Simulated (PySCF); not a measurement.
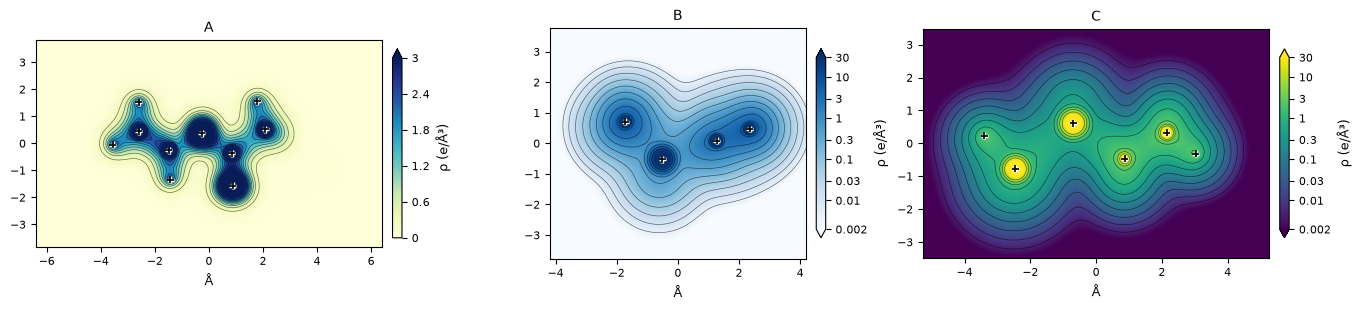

The electron density of 3 systems, each on a plane through atoms (crosses mark nuclei in the plane).

The calculation used PySCF, PBE0/pcSseg-1, SCF density, gas phase, non-relativistic.

System 1: C6H8O2S (SMILES C=COC(=O)CC(C)=S), the plane of atoms C2, O3 and C4. Geometry: GFN2-xTB.

| atom | x (Å) | y (Å) | z (Å) |
| --- | --- | --- | --- |
| C | 3.6378 | 0.0321 | 0.4099 |
| C | 2.4693 | 0.1455 | -0.1909 |
| O | 1.3411 | -0.4403 | 0.3445 |
| C | 0.1836 | -0.3270 | -0.3098 |
| O | 0.0351 | 0.2375 | -1.3604 |
| C | -0.9367 | -0.9887 | 0.4806 |
| C | -1.8495 | 0.1001 | 0.9681 |
| C | -2.7520 | 0.6932 | -0.0473 |
| S | -1.7862 | 0.6085 | 2.5074 |
| H | 4.5132 | 0.4925 | -0.0064 |
| H | 3.7438 | -0.5172 | 1.3283 |
| H | 2.3022 | 0.6845 | -1.1147 |
| H | -0.5047 | -1.5389 | 1.3153 |
| H | -1.4742 | -1.6578 | -0.1942 |
| H | -2.1732 | 0.9556 | -0.9352 |
| H | -3.2574 | 1.5721 | 0.3435 |
| H | -3.4994 | -0.0398 | -0.3554 |

System 2: CH5N3Si (SMILES N#C[SiH](N)N), the plane of atoms C2, Si3 and N5. Geometry: GFN2-xTB.

| atom | x (Å) | y (Å) | z (Å) |
| --- | --- | --- | --- |
| N | -0.5391 | 2.9356 | -0.1423 |
| C | -0.3225 | 1.8314 | 0.0723 |
| Si | 0.0919 | 0.0379 | 0.4439 |
| N | -1.2887 | -0.7965 | -0.1489 |
| N | 1.4196 | -0.6208 | -0.4244 |
| H | 0.4517 | -0.0265 | 1.8629 |
| H | -2.2065 | -0.4661 | 0.0990 |
| H | -1.2711 | -1.8030 | -0.1596 |
| H | 1.3225 | -0.7814 | -1.4140 |
| H | 2.3509 | -0.3061 | -0.2114 |

System 3: C2H9PSi, the plane of atoms Si3, P4 and H12. Geometry: GFN2-xTB.

```yaml
atoms:
  - { symbol: C, position_ang: [-1.9807, 0.2492, -0.4787] }
  - { symbol: C, position_ang: [-0.5428, 0.7151, -0.2969] }
  - { symbol: Si, position_ang: [0.6513, -0.7150, 0.0932] }
  - { symbol: P, position_ang: [2.7224, 0.1473, 0.0796] }
  - { symbol: H, position_ang: [-2.6370, 1.0876, -0.7062] }
  - { symbol: H, position_ang: [-2.0481, -0.4672, -1.2936] }
  - { symbol: H, position_ang: [-2.3464, -0.2336, 0.4242] }
  - { symbol: H, position_ang: [-0.5050, 1.4595, 0.5014] }
  - { symbol: H, position_ang: [-0.2121, 1.2237, -1.2051] }
  - { symbol: H, position_ang: [0.2869, -1.3465, 1.3715] }
  - { symbol: H, position_ang: [0.6043, -1.7446, -0.9526] }
  - { symbol: H, position_ang: [3.3367, -1.0188, 0.4935] }
  - { symbol: H, position_ang: [2.6661, 0.6437, 1.3683] }
```

**Match each panel to its system.**

Panel A is system 1, C6H8O2S: the plane holds C, O and H. C–O (1.20 Å): ρ at the midpoint is about 3.3 e/Å³. Panel B is system 2, CH5N3Si: the plane holds N, C and Si. C–N (1.15 Å): ρ at the midpoint is about 3.6 e/Å³. Panel C is system 3, C2H9PSi: the plane holds C, Si, P and H. C–C (1.52 Å): ρ at the midpoint is about 1.6 e/Å³.
